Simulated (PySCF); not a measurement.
# H3O+ (oxonium): MP2/6-31G

What is the vertical ionisation energy of H3O+ (oxonium) at MP2/6-31G? The job is set up through a Python script.

The calculation is run with PySCF 2.14.0.

5 further runs of the same task are left out: 5 set aside as unsound or not needed.

**1. The molecule**

H3O+: 4 atoms, total charge +1, spin state singlet. As SMILES, `[OH3+]`. Geometry: relaxed at PBE0-D4/def2-TZVP.

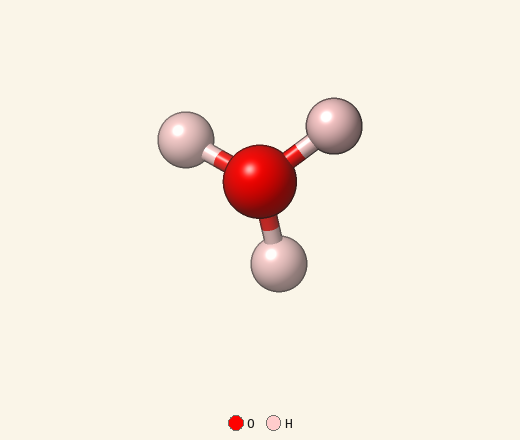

Viewed from a chosen angle; oxygen red, hydrogen pink.

**2. The energy at MP2/6-31G**

File mol.xyz:

```xyz
4
H3O
O      0.181970    -0.056700    -0.052760
H      0.219060     0.918440     0.015140
H     -0.408890    -0.368290    -0.767380
H      0.007860    -0.493450     0.805020
```

File input.py:

```python
# [OH3+]
from pyscf import gto, mp

system = gto.M(
    atom='mol.xyz',
    max_memory=1860,
    charge=1,
    basis='6-31g',
    verbose=4,
)

myscf = system.RHF()
myscf.conv_tol = 1e-10
myscf.kernel()
if not myscf.converged:
    myscf = myscf.newton().run(myscf.mo_coeff, myscf.mo_occ)

pt = mp.MP2(myscf, frozen=1).run()
e_tot = pt.e_tot
print('Final energy', e_tot)
```

Started as:

```sh
OMP_NUM_THREADS=1 python input.py
```

The log of the run:

```text
PySCF version 2.14.0

[INPUT] num. atoms = 4
[INPUT] num. electrons = 10
[INPUT] charge = 1
[INPUT] spin (= nelec alpha-beta = 2S) = 0
[INPUT] symmetry False subgroup None
[INPUT] Mole.unit = angstrom
[INPUT] Symbol           X                Y                Z      unit          X                Y                Z       unit  Magmom
[INPUT]  1 O      0.181970000000  -0.056700000000  -0.052760000000 AA    0.343873462887  -0.107147471263  -0.099701950332 Bohr   0.0
[INPUT]  2 H      0.219060000000   0.918440000000   0.015140000000 AA    0.413963404847   1.735600061846   0.028610453526 Bohr   0.0
[INPUT]  3 H     -0.408890000000  -0.368290000000  -0.767380000000 AA   -0.772690115073  -0.695967234416  -1.450138033469 Bohr   0.0
[INPUT]  4 H      0.007860000000  -0.493450000000   0.805020000000 AA    0.014853247339  -0.932485356167   1.521267324797 Bohr   0.0

nuclear repulsion = 13.9563073672582
number of shells = 11
number of NR pGTOs = 34
number of NR cGTOs = 15
basis = 6-31g
ecp = {}

******** <class 'pyscf.scf.hf.RHF'> ********
method = RHF
initial guess = minao
damping factor = 0
level_shift factor = 0
DIIS = <class 'pyscf.scf.diis.CDIIS'>
diis_start_cycle = 1
diis_space = 8
diis_damp = 0
SCF conv_tol = 1e-10
SCF conv_tol_grad = None
SCF max_cycles = 50
direct_scf = True
direct_scf_tol = 1e-13
Set gradient conv threshold to 1e-05
Initial guess from minao.
init E= -76.5916166554432
  HOMO = -0.537370321205832  LUMO = 0.069517477107411  gap/eV = 16.51426
cycle= 1 E= -76.2490759380412  delta_E= 0.343  |g|= 0.245  |ddm|= 1.33
  HOMO = -0.967717673894391  LUMO = -0.131233915258137  gap/eV = 22.76188
cycle= 2 E= -76.2675975265805  delta_E= -0.0185  |g|= 0.0594  |ddm|= 0.294
  HOMO = -0.936988332665758  LUMO = -0.116954820981473  gap/eV = 22.31425
cycle= 3 E= -76.2683685443843  delta_E= -0.000771  |g|= 0.028  |ddm|= 0.0648
  HOMO = -0.947930327585818  LUMO = -0.11866235415423  gap/eV = 22.56553
cycle= 4 E= -76.2685126201609  delta_E= -0.000144  |g|= 0.00249  |ddm|= 0.016
  HOMO = -0.948464807747942  LUMO = -0.118782092204257  gap/eV = 22.57682
cycle= 5 E= -76.2685166224546  delta_E= -4e-06  |g|= 0.000658  |ddm|= 0.00398
  HOMO = -0.948620504865268  LUMO = -0.118797103339187  gap/eV = 22.58064
cycle= 6 E= -76.2685169393899  delta_E= -3.17e-07  |g|= 5.13e-05  |ddm|= 0.00147
  HOMO = -0.948624371887696  LUMO = -0.118796950584125  gap/eV = 22.58075
cycle= 7 E= -76.2685169407435  delta_E= -1.35e-09  |g|= 6.87e-06  |ddm|= 0.00011
  HOMO = -0.948621327326495  LUMO = -0.118795806317707  gap/eV = 22.58070
cycle= 8 E= -76.268516940759  delta_E= -1.56e-11  |g|= 7.92e-07  |ddm|= 8.83e-06
  HOMO = -0.94862156417319  LUMO = -0.118795944198272  gap/eV = 22.58071
Extra cycle  E= -76.2685169407595  delta_E= -4.26e-13  |g|= 3.96e-07  |ddm|= 9.4e-07
converged SCF energy = -76.2685169407595

******** <class 'pyscf.mp.mp2.RMP2'> ********
nocc = 4, nmo = 14
frozen orbitals 1
E(RMP2) = -76.397710532532  E_corr = -0.129193591772497
E(SCS-RMP2) = -76.3982157063842  E_corr = -0.129698765624733
E_corr(same-spin) = -0.0292310128872267
E_corr(oppo-spin) = -0.0999625788852698
Final energy -76.39771053253196
```

Wall time 0.48 s (1 thread of Intel Xeon 6975P-C (Granite Rapids), shared host); peak memory 0.12 GiB.

**3. Doublet [H3O]2+ at the same level**

File run.py:

```python
from pyscf import gto, mp

molecule = gto.M(
    atom='''
O      0.343873    -0.107147    -0.099702
H      0.413963     1.735600     0.028610
H     -0.772690    -0.695967    -1.450138
H      0.014853    -0.932485     1.521267
''',
    max_memory=1860,
    unit='bohr',
    basis='6-31g',
    spin=1,
    verbose=3,
    charge=2,
)

myscf = molecule.UHF()
myscf.conv_tol = 1e-10
myscf.kernel()
if not myscf.converged:
    myscf = myscf.newton().run(myscf.mo_coeff, myscf.mo_occ)

pt = mp.MP2(myscf, frozen=1).run()
energy = pt.e_tot
print('Final energy', energy)
```

Started as:

```sh
OMP_NUM_THREADS=1 python run.py
```

The log of the run:

```text
converged SCF energy = -75.4195968092134  <S^2> = 0.75559322  2S+1 = 2.0055854
E(UMP2) = -75.5098740586532  E_corr = -0.0902772494397595
E(SCS-UMP2) = -75.5115318340223  E_corr = -0.091935024808815
Final energy -75.50987405865321
```

Wall time 0.46 s (1 thread of Intel Xeon 6975P-C (Granite Rapids), shared host); peak memory 0.12 GiB.

**4. What came out**

Level: MP2/6-31G, 1 core orbital frozen.

| quantity | value |
| --- | --- |
| singlet H3O+: total energy | -76.39771 Eh |
| singlet H3O+: HOMO energy (Hartree–Fock orbitals) | -25.81 eV |
| singlet H3O+: LUMO energy (Hartree–Fock orbitals) | -3.23 eV |
| singlet H3O+: HOMO–LUMO gap (Hartree–Fock orbitals) | 22.58 eV |
| singlet H3O+: correlation energy (1 core orbital frozen) | -129.2 mEh |
| doublet [H3O]2+: total energy | -75.50987 Eh |
| doublet [H3O]2+: HOMO energy (Hartree–Fock orbitals) (highest over α and β) | -43.75 eV |
| doublet [H3O]2+: LUMO energy (Hartree–Fock orbitals) (lowest over α and β) | -20.85 eV |
| doublet [H3O]2+: correlation energy (1 core orbital frozen) | -90.3 mEh |
| doublet [H3O]2+: ⟨S²⟩ of the reference determinant | 0.756 |
| vertical ionisation energy (to the doublet dication) | 24.159 eV |

What this shows: Removing an electron at fixed nuclei costs 24.16 eV (557 kcal/mol). Mulliken charges (doublet [H3O]2+) of the mean-field density run from -0.08 on O1 to +0.69 on H2.
